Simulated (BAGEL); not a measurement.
# singlet SiNH4O+, step by step

Aim: a single-point energy (singlet SiNH4O+, HF/cc-pVDZ), then a single-point energy (doublet SiNH4O, NEVPT2(3,3)/cc-pVDZ), then a single-point energy (doublet SiNH4O, CASPT2(3,3)/cc-pVDZ) of H4NOSi. 

Program for the calculation: BAGEL 1.2.2.

3 further runs of the same task are left out: 3 set aside as unsound or not needed.

### Step 1. The structure to begin with

SiNH4O+ has 7 atoms, charge +1, and is taken as a singlet. As SMILES of the parent species, `N[SiH]O`. The O3–H7 distance was set to 1.298 Å, away from the relaxed value. That shape belongs to the parent species and isn't relaxed for this state.

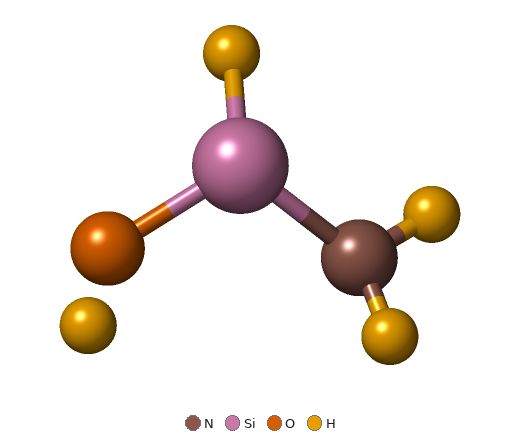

The structure, seen from a chosen angle (nitrogen brown, silicon pink, oxygen orange, hydrogen amber).

### Step 2. The energy at HF/cc-pVDZ (density fitting with svp-jkfit) (run 1)

Contents of input.json:

```json
{ "bagel": [

{
  "title": "molecule",
  "basis": "cc-pvdz.json",
  "df_basis": "svp-jkfit",
  "angstrom": "true",
  "geometry": [
    { "atom": "N", "xyz": [   -0.645198,    0.761809,   -0.319935 ] },
    { "atom": "Si", "xyz": [    0.342802,    0.372509,    1.036565 ] },
    { "atom": "O", "xyz": [    1.672602,   -0.458891,    0.525565 ] },
    { "atom": "H", "xyz": [   -0.306198,    1.381609,   -1.039535 ] },
    { "atom": "H", "xyz": [   -1.636098,    0.886709,   -0.177635 ] },
    { "atom": "H", "xyz": [   -0.549398,   -0.448391,    1.919965 ] },
    { "atom": "H", "xyz": [    1.480900,   -1.282400,   -0.459000 ] }
  ]
},
{
  "title": "hf",
  "charge": 1
},
{
  "title": "print",
  "file": "orbitals.molden",
  "orbitals": "true"
}

]}
```

The basis set cc-pVDZ is read from a file made from the Basis Set Exchange's data (not shown).

Started as:

```
$ BAGEL_NUM_THREADS=1 BAGEL input.json > input.out
```

Output:

```text
* using 1 threads per process

  ===============================================================
  ===============================================================

  *** Geometry ***

  { "atom" : "N", "xyz" : [     -1.219248,      1.439610,     -0.604590 ] },
  { "atom" : "Si", "xyz" : [      0.647802,      0.703940,      1.958824 ] },
  { "atom" : "O", "xyz" : [      3.160760,     -0.867178,      0.993174 ] },
  { "atom" : "H", "xyz" : [     -0.578630,      2.610863,     -1.964436 ] },
  { "atom" : "H", "xyz" : [     -3.091777,      1.675637,     -0.335682 ] },
  { "atom" : "H", "xyz" : [     -1.038212,     -0.847336,      3.628208 ] },
  { "atom" : "H", "xyz" : [      2.798495,     -2.423385,     -0.867384 ] },

  Number of auxiliary basis functions:      354

  Since a DF basis is specified, we compute 2- and 3-index integrals:
    o Being stored without compression. Storage requirement is 0.012 GB

  Number of basis functions:       66
  Number of electrons      :       33

    * METHOD: MOLECULE                             0.11

  *** RHF ***

  === Nuclear Repulsion ===
   109.4806653098

      * DIIS with orbital gradients will be used.

  === RHF iteration (cc-pvdz.json) ===
      0       -419.96592258          0.02377043           0.02
      1       -420.12604050          0.01859649           0.02
      2       -420.25717329          0.00199714           0.02
      3       -420.25916000          0.00080829           0.02
      4       -420.25951565          0.00033147           0.02
      5       -420.25957789          0.00009690           0.02
      6       -420.25958948          0.00004537           0.02
      7       -420.25959211          0.00001132           0.02
      8       -420.25959231          0.00000536           0.02
      9       -420.25959233          0.00000227           0.02
     10       -420.25959233          0.00000079           0.02
     11       -420.25959233          0.00000039           0.02
     12       -420.25959233          0.00000013           0.02
     13       -420.25959233          0.00000003           0.02
     14       -420.25959233          0.00000001           0.02
     15       -420.25959233          0.00000000           0.02
    * SCF iteration converged.

    * Permanent dipole moment:
           (    0.779501,    -0.546843,     0.001307) a.u.

    * METHOD: HF                                   0.44

    * METHOD: PRINT                                0.01

  ===============================================================
```

It took 0.71 s on 1 thread of Arm Neoverse V1, shared host; peak memory 0.14 GiB.

### Step 3. Doublet neutral SiNH4O: a single-point energy at NEVPT2(3,3)/cc-pVDZ (density fitting with svp-jkfit) (run 2)

Contents of nevpt2.json:

```json
{ "bagel" : [

{
  "title" : "molecule",
  "basis" : "cc-pvdz.json",
  "df_basis" : "svp-jkfit",
  "angstrom" : "true",
  "geometry" : [
    { "atom" : "N", "xyz" : [   -0.645198,    0.761809,   -0.319935 ] },
    { "atom" : "Si", "xyz" : [    0.342802,    0.372509,    1.036565 ] },
    { "atom" : "O", "xyz" : [    1.672602,   -0.458891,    0.525565 ] },
    { "atom" : "H", "xyz" : [   -0.306198,    1.381609,   -1.039535 ] },
    { "atom" : "H", "xyz" : [   -1.636098,    0.886709,   -0.177635 ] },
    { "atom" : "H", "xyz" : [   -0.549398,   -0.448391,    1.919965 ] },
    { "atom" : "H", "xyz" : [    1.480900,   -1.282400,   -0.459000 ] }
  ]
},
{
  "title" : "hf",
  "charge" : 1
},
{
  "title" : "casscf",
  "nstate" : 1,
  "nact" : 3,
  "nclosed" : 15,
  "nspin" : 1,
  "active" : [12, 17, 18],
  "maxiter" : 200,
  "natocc" : "true"
},
{
  "title" : "nevpt2",
  "nstate" : 1,
  "nact" : 3,
  "nclosed" : 15,
  "nspin" : 1,
  "active" : [12, 17, 18],
  "maxiter" : 200,
  "natocc" : "true",
  "ncore" : 7
},
{
  "title" : "print",
  "file" : "orbitals.molden",
  "orbitals" : "true"
}

]}
```

The basis set cc-pVDZ is read from a file made from the Basis Set Exchange's data (not shown).

Started as:

```
$ BAGEL_NUM_THREADS=1 BAGEL nevpt2.json > nevpt2.out
```

Output:

```text
* using 1 threads per process

  ===============================================================
  ===============================================================

  *** Geometry ***

  { "atom" : "N", "xyz" : [     -1.219248,      1.439610,     -0.604590 ] },
  { "atom" : "Si", "xyz" : [      0.647802,      0.703940,      1.958824 ] },
  { "atom" : "O", "xyz" : [      3.160760,     -0.867178,      0.993174 ] },
  { "atom" : "H", "xyz" : [     -0.578630,      2.610863,     -1.964436 ] },
  { "atom" : "H", "xyz" : [     -3.091777,      1.675637,     -0.335682 ] },
  { "atom" : "H", "xyz" : [     -1.038212,     -0.847336,      3.628208 ] },
  { "atom" : "H", "xyz" : [      2.798495,     -2.423385,     -0.867384 ] },

  Number of auxiliary basis functions:      354

  Since a DF basis is specified, we compute 2- and 3-index integrals:
    o Being stored without compression. Storage requirement is 0.012 GB

  Number of basis functions:       66
  Number of electrons      :       33

    * METHOD: MOLECULE                             0.11

  *** RHF ***

  === Nuclear Repulsion ===
   109.4806653098

      * DIIS with orbital gradients will be used.

  === RHF iteration (cc-pvdz.json) ===
      0       -419.96592258          0.02377043           0.02
      1       -420.12604050          0.01859649           0.02
      2       -420.25717329          0.00199714           0.02
      3       -420.25916000          0.00080829           0.02
      4       -420.25951565          0.00033147           0.02
      5       -420.25957789          0.00009690           0.02
      6       -420.25958948          0.00004537           0.02
      7       -420.25959211          0.00001132           0.02
      8       -420.25959231          0.00000536           0.02
      9       -420.25959233          0.00000227           0.02
     10       -420.25959233          0.00000079           0.02
     11       -420.25959233          0.00000039           0.02
     12       -420.25959233          0.00000013           0.02
     13       -420.25959233          0.00000003           0.02
     14       -420.25959233          0.00000001           0.02
     15       -420.25959233          0.00000000           0.02
    * SCF iteration converged.

    * Permanent dipole moment:
           (    0.779501,    -0.546843,     0.001307) a.u.

    * METHOD: HF                                   0.45

  ---------------------------
      CASSCF calculation
  ---------------------------

    ==== Active orbitals : =====
         Orbital 12
         Orbital 17
         Orbital 18
    ============================

    * nstate   :      1
    * nclosed  :     15
    * nact     :      3
    * nvirt    :     48
  === CASSCF iteration (cc-pvdz.json) ===

    * Using the second-order algorithm

      0  0      -420.50528000     1.43e-02      0.01

      1  0      -420.54226034     1.99e-03      0.13

      2  0      -420.55828483     1.98e-03      0.13

      3  0      -420.56599981     6.66e-04      0.14

      4  0      -420.56634527     3.66e-04      0.14

      5  0      -420.56637180     1.55e-04      0.15

      6  0      -420.56637510     6.14e-05      0.16

      7  0      -420.56637557     2.36e-05      0.17

      8  0      -420.56637564     9.03e-06      0.17

      9  0      -420.56637565     3.45e-06      0.17

     10  0      -420.56637565     1.31e-06      0.16

     11  0      -420.56637565     5.02e-07      0.15

     12  0      -420.56637565     1.92e-07      0.14

     13  0      -420.56637565     7.35e-08      0.13

     14  0      -420.56637565     2.81e-08      0.12

     15  0      -420.56637565     1.08e-08      0.11

     16  0      -420.56637565     4.12e-09      0.10

    * Second-order optimization converged. *

     guess   0:   closed 1..                  open .1.

  === FCI iteration ===

      0  0      -420.52922762     6.71e-02      0.00
      1  0      -420.56571694     7.42e-03      0.00
      2  0      -420.56635832     1.25e-03      0.00
      3  0      -420.56637545     9.78e-05      0.00
      4  0      -420.56637564     2.83e-05      0.00
      5  0      -420.56637565     2.24e-06      0.00
      6  0      -420.56637565     6.27e-08      0.00
      7  0 *    -420.56637565     2.06e-15      0.00

     * ci vector, state   0, <S^2> = 0.7500
       2a.    -0.9830598624
       .a2    -0.1761608994

    * METHOD: CASSCF                               2.35

    * freezing 7 orbitals

  === DF-NEVPT2 calculation ===

    * 3-index integral transformation done
    * assembly done

      NEVPT2 correlation energy:   -0.4218789599      0.08

          (+0)     -0.3088077173
          (+0)'    -0.0381344789
          (+1)     -0.0163772233
          (+1)'    -0.0005562726
          (+2)     -0.0007261509
          (-1)     -0.0500442943
          (-1)'    -0.0014686728
          (-2)     -0.0057641498

      NEVPT2 total energy:       -420.9882546148

    * METHOD: NEVPT2                               0.14

    * METHOD: PRINT                                0.01

  ===============================================================
```

It took 3.3 s on 1 thread of Arm Neoverse V1, shared host; peak memory 0.14 GiB.

### Step 4. Doublet neutral SiNH4O: the energy at CASPT2(3,3)/cc-pVDZ (density fitting with svp-jkfit) (run 3)

Contents of input.json:

```json
{ "bagel": [

{
  "title": "molecule",
  "basis": "cc-pvdz.json",
  "df_basis": "svp-jkfit",
  "angstrom": true,
  "geometry": [
    { "atom": "N", "xyz": [      -0.645198,       0.761809,      -0.319935 ] },
    { "atom": "Si", "xyz": [       0.342802,       0.372509,       1.036565 ] },
    { "atom": "O", "xyz": [       1.672602,      -0.458891,       0.525565 ] },
    { "atom": "H", "xyz": [      -0.306198,       1.381609,      -1.039535 ] },
    { "atom": "H", "xyz": [      -1.636098,       0.886709,      -0.177635 ] },
    { "atom": "H", "xyz": [      -0.549398,      -0.448391,       1.919965 ] },
    { "atom": "H", "xyz": [       1.480900,      -1.282400,      -0.459000 ] }
  ]
},

{
  "title": "hf",
  "charge": 1
},

{
  "title": "casscf",
  "nstate": 1,
  "nact": 3,
  "nclosed": 15,
  "charge": 0,
  "nspin": 1,
  "active": [12, 17, 18],
  "maxiter": 200,
  "natocc": true
},

{
  "title": "print",
  "file": "orbitals.molden",
  "orbitals": true
},

{
  "title": "smith",
  "method": "caspt2",
  "ms": true,
  "xms": true,
  "sssr": true,
  "shift": 0.2,
  "shift_imag": true,
  "ncore": 7
}

]}
```

The basis set cc-pVDZ is read from a file made from the Basis Set Exchange's data (not shown).

Started as:

```
$ BAGEL_NUM_THREADS=1 BAGEL input.json > input.out
```

Output:

```text
* using 1 threads per process

  ===============================================================
  ===============================================================

  *** Geometry ***

  { "atom" : "N", "xyz" : [     -1.219248,      1.439610,     -0.604590 ] },
  { "atom" : "Si", "xyz" : [      0.647802,      0.703940,      1.958824 ] },
  { "atom" : "O", "xyz" : [      3.160760,     -0.867178,      0.993174 ] },
  { "atom" : "H", "xyz" : [     -0.578630,      2.610863,     -1.964436 ] },
  { "atom" : "H", "xyz" : [     -3.091777,      1.675637,     -0.335682 ] },
  { "atom" : "H", "xyz" : [     -1.038212,     -0.847336,      3.628208 ] },
  { "atom" : "H", "xyz" : [      2.798495,     -2.423385,     -0.867384 ] },

  Number of auxiliary basis functions:      354

  Since a DF basis is specified, we compute 2- and 3-index integrals:
    o Being stored without compression. Storage requirement is 0.012 GB

  Number of basis functions:       66
  Number of electrons      :       33

    * METHOD: MOLECULE                             0.11

  *** RHF ***

  === Nuclear Repulsion ===
   109.4806653098

      * DIIS with orbital gradients will be used.

  === RHF iteration (cc-pvdz.json) ===
      0       -419.96592258          0.02377043           0.02
      1       -420.12604050          0.01859649           0.02
      2       -420.25717329          0.00199714           0.02
      3       -420.25916000          0.00080829           0.02
      4       -420.25951565          0.00033147           0.02
      5       -420.25957789          0.00009690           0.02
      6       -420.25958948          0.00004537           0.02
      7       -420.25959211          0.00001132           0.02
      8       -420.25959231          0.00000536           0.02
      9       -420.25959233          0.00000227           0.02
     10       -420.25959233          0.00000079           0.02
     11       -420.25959233          0.00000039           0.02
     12       -420.25959233          0.00000013           0.02
     13       -420.25959233          0.00000003           0.02
     14       -420.25959233          0.00000001           0.02
     15       -420.25959233          0.00000000           0.02
    * SCF iteration converged.

    * Permanent dipole moment:
           (    0.779501,    -0.546843,     0.001307) a.u.

    * METHOD: HF                                   0.44

  ---------------------------
      CASSCF calculation
  ---------------------------

    ==== Active orbitals : =====
         Orbital 12
         Orbital 17
         Orbital 18
    ============================

    * nstate   :      1
    * nclosed  :     15
    * nact     :      3
    * nvirt    :     48
  === CASSCF iteration (cc-pvdz.json) ===

    * Using the second-order algorithm

      0  0      -420.50528000     1.43e-02      0.01

      1  0      -420.54226034     1.99e-03      0.14

      2  0      -420.55828483     1.98e-03      0.13

      3  0      -420.56599981     6.66e-04      0.15

      4  0      -420.56634527     3.66e-04      0.15

      5  0      -420.56637180     1.55e-04      0.16

      6  0      -420.56637510     6.14e-05      0.16

      7  0      -420.56637557     2.36e-05      0.17

      8  0      -420.56637564     9.03e-06      0.17

      9  0      -420.56637565     3.45e-06      0.17

     10  0      -420.56637565     1.31e-06      0.18

     11  0      -420.56637565     5.02e-07      0.16

     12  0      -420.56637565     1.92e-07      0.17

     13  0      -420.56637565     7.35e-08      0.15

     14  0      -420.56637565     2.81e-08      0.13

     15  0      -420.56637565     1.08e-08      0.12

     16  0      -420.56637565     4.12e-09      0.11

    * Second-order optimization converged. *

     guess   0:   closed 1..                  open .1.

  === FCI iteration ===

      0  0      -420.52922762     6.71e-02      0.00
      1  0      -420.56571694     7.42e-03      0.00
      2  0      -420.56635832     1.25e-03      0.00
      3  0      -420.56637545     9.78e-05      0.00
      4  0      -420.56637564     2.83e-05      0.00
      5  0      -420.56637565     2.24e-06      0.00
      6  0      -420.56637565     6.27e-08      0.00
      7  0 *    -420.56637565     2.06e-15      0.00

     * ci vector, state   0, <S^2> = 0.7500
       2a.    -0.9830598624
       .a2    -0.1761608994

    * METHOD: CASSCF                               2.47

    * METHOD: PRINT                                0.01

  === SMITH program ===

    * freezing 7 orbitals

    * Approximate memory requirement for SMITH calulation per MPI process:
      o Storage requirement for T-amplitude, lambda, and residual is 0.01 GB
      o Storage requirement for MO integrals is 0.00 GB
    * Calculating and saving rdm4f

    * Zeroth order energy : state  0       -1.2217807525

    * CASPT2 iteration is performed using orthogonal basis

      -------------------------------------------  CASPT2 iteration  ---------------------------------------------------
       #      aibj      arbs      arbi      airj      risj      airs      arst      rist         Etot      error   time
      ------------------------------------------------------------------------------------------------------------------

       0  -0.30809  -0.00684  -0.05157  -0.01755  -0.00091  -0.03493  -0.00156  -0.00059   -0.4220473  0.0022207   0.04
       1  -0.30824  -0.00689  -0.05173  -0.01764  -0.00096  -0.03551  -0.00161  -0.00062   -0.4232213  0.0003346   0.03
       2  -0.30825  -0.00689  -0.05170  -0.01765  -0.00097  -0.03556  -0.00162  -0.00062   -0.4232578  0.0000698   0.03
       3  -0.30826  -0.00689  -0.05170  -0.01764  -0.00097  -0.03556  -0.00162  -0.00062   -0.4232591  0.0000136   0.04
       4  -0.30826  -0.00689  -0.05170  -0.01764  -0.00097  -0.03556  -0.00162  -0.00062   -0.4232592  0.0000029   0.04
       5  -0.30826  -0.00689  -0.05170  -0.01764  -0.00097  -0.03556  -0.00162  -0.00062   -0.4232592  0.0000006   0.04

      ------------------------------------------------------------------------------------------------------------------

    * CASPT2 energy : state  0     -420.9917153971
        w/o shift correction       -420.9896348376
        reference weight              0.8818567963

    * METHOD: SMITH                                0.31

  ===============================================================
```

Wall time 3.6 s (1 thread of Arm Neoverse V1, shared host); peak memory 0.14 GiB.

### Step 5. Summary of results

```
                                   quantity          value
            run 1, HF/cc-pVDZ: total energy  -420.25959 Eh
             run 1, HF/cc-pVDZ: HOMO energy      -17.75 eV
             run 1, HF/cc-pVDZ: LUMO energy       -6.51 eV
           run 1, HF/cc-pVDZ: HOMO–LUMO gap       11.24 eV
doublet neutral SiNH4O, run 2: total energy  -420.98825 Eh
doublet neutral SiNH4O, run 3: total energy  -420.99172 Eh
```
